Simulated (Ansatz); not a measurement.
**SiNH₃ (singlet): from Hartree-Fock to the top rungs at distance Si1–H3 = 1.386 Å, cc-pVDZ**

Aim: climb from Hartree-Fock through coupled cluster and multireference methods for SiNH₃ (singlet) at one geometry and basis, and see what each rung misses.

The runs use Ansatz 0.2.0, Gaussian basis; cc-pVDZ, core rule «outside noble gas», up to 6 orbitals frozen.

To be run: UHF; CCSD(T) on RHF; BCCD(T) on RHF; CISD; CCSDT(Q) on RHF; CASSCF and MRCISD+Q, 2 electrons in 2 orbitals; CASSCF and NEVPT2, 2 electrons in 2 orbitals.

27 further runs of the same task are left out: 2 for a known fault of the program, 17 that didn't finish, 8 set aside as unsound or not needed.

## Step 1: The system

The geometry derives from a PBE0/def2-TZVP stationary point (not a proven minimum). One bond is set to the value named and the two fragments are kept rigid.

5 atoms, charge 0, spin multiplicity 1.

Atoms are counted from 1 here; the program's logs count them from 0.

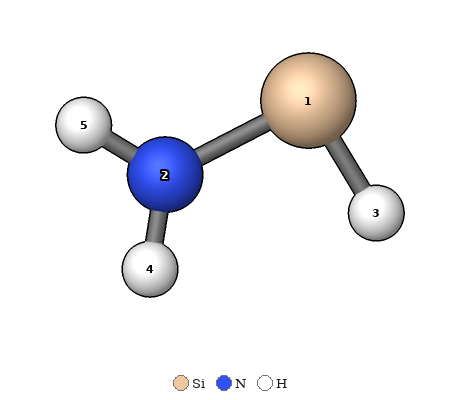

The structure; silicon light orange, nitrogen blue, hydrogen white; atoms are numbered from 1 in the order of the file.

## Step 2: UHF

in.yaml

```yaml
crystal:
  periodic: [false, false, false]
  atoms:
    - {symbol: Si, position_ang: [0.000000, -0.077892, 0.625054]}
    - {symbol: N, position_ang: [0.000000, 0.052638, -1.076976]}
    - {symbol: H, position_ang: [0.000000, 1.292950, 0.829470]}
    - {symbol: H, position_ang: [0.000000, 0.908430, -1.609607]}
    - {symbol: H, position_ang: [0.000000, -0.762433, -1.670468]}
basis:
  gaussian: {orbitals: cc-pVDZ}
magnetization: {spin_polarized: true, initial_magnetization: 0}
hamiltonian: {xc: hf}
output: {orbitals: {seedname: orbitals}}
```

Started as:

```console
ansatz run in.yaml --threads 1 --pin off --events-out ev --progress --plain --max-ram 2393MiB
```

The runs that follow: CCSD(T) on RHF; BCCD(T) on RHF; CISD; CCSDT(Q) on RHF; CASSCF and MRCISD+Q, 2 electrons in 2 orbitals; CASSCF and NEVPT2, 2 electrons in 2 orbitals.

Q: Predict the results of all the runs planned. Wanted: RCCSDT(Q) below the RHF energy; RMP2 from RCCSDT(Q); RCCSD from RCCSDT(Q); RCCSD(T) from RCCSDT(Q); NEVPT2 pair from RCCSDT(Q); MRCISD+Q pair from RCCSDT(Q); T1 diagnostic.

**Answer**, as computed:

| quantity | value |
| --- | --- |
| RCCSDT(Q) below the RHF energy | -8.1608 eV |
| RMP2 from RCCSDT(Q) | +24.47 kcal/mol |
| RCCSD from RCCSDT(Q) | +5.94 kcal/mol |
| RCCSD(T) from RCCSDT(Q) | +0.92 kcal/mol |
| NEVPT2 pair from RCCSDT(Q) | +25.30 kcal/mol |
| MRCISD+Q pair from RCCSDT(Q) | +3.24 kcal/mol |
| levels within 1 kcal/mol (43 meV) | RCCSD(T), BCCD(T), RCCSDT |
| T1 diagnostic | 0.017 |

What this shows: RCCSD(T) misses by +0.92 kcal/mol, 0.5 % of the correlation energy. Of the multireference levels listed MRCISD+Q pair comes nearest in total energy (+3.24 kcal/mol), which doesn't show that its space is the better one. These misses are within one basis, not against nature.
